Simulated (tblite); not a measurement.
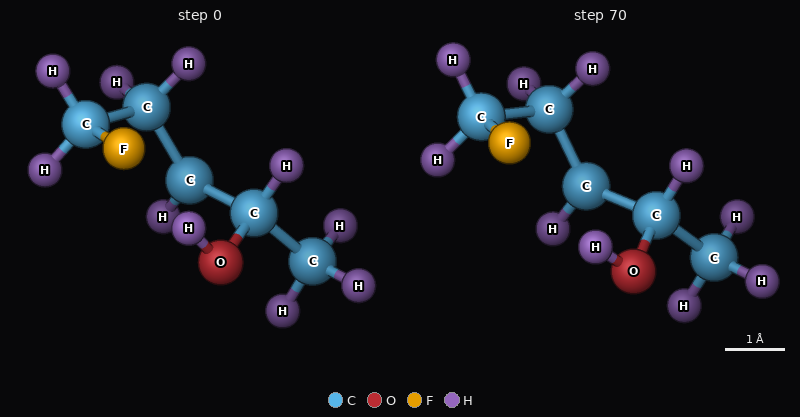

The structure of C₅H₁₀FO (multiplicity 2) before (left) and after (right) a relaxation, at one scale.

Style: ball-and-stick. Shown from a free direction.

Level of theory: GFN2-xTB geometry optimisation, gas phase (tblite). 

Q: Describe what moved and what it gained.

A: The atom that moves furthest after the best rigid fit is an H atom (0.43 Å). By element the largest moves are H 0.43 Å, O 0.27 Å, F 0.26 Å, C 0.19 Å. Near-neighbour distances that change, for instance: C–C 1.509 → 1.479 Å, H–O 0.987 → 0.965 Å, C–O 1.412 → 1.429 Å, C–H 1.081 → 1.094 Å. Bond angles that change, for instance: C–C–H 107.7° → 110.7°, C–C–C 119.7° → 122.5°, C–C–H 109.1° → 106.4°. The energy falls by 16.1 kJ/mol in 70 geometry steps. Cost: 1.2 s on 1 thread of AMD EPYC, with other jobs on the host.
